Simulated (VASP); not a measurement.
Band structure of Mg₂Ge (antifluorite). Method: rev-vdW-DF2, VASP's PBE PAW potentials (set 64) (plane waves; VASP).

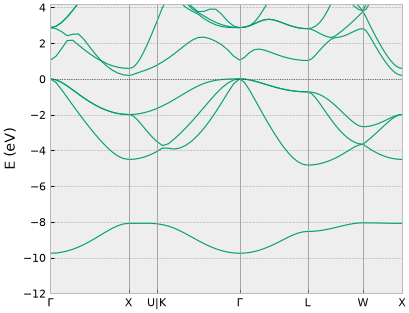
Figure: Bands along high-symmetry lines, zero at the valence-band maximum or, without a gap, the Fermi level

**Question.** Read the plot: is there a gap, and where are the band edges?

**Answer.** The gap is indirect, 0.19 eV, from the valence maximum at Γ to the conduction minimum at X. (Edges off the drawn lines would not show.)

Measured: gap 0.74 eV (computed value off by -0.55 eV), as given by Byungki Ryu et al., Journal of the Korean Physical Society (2019), arXiv:1905.06140.

The compound is Mg2Ge in the antifluorite structure. It was relaxed first.
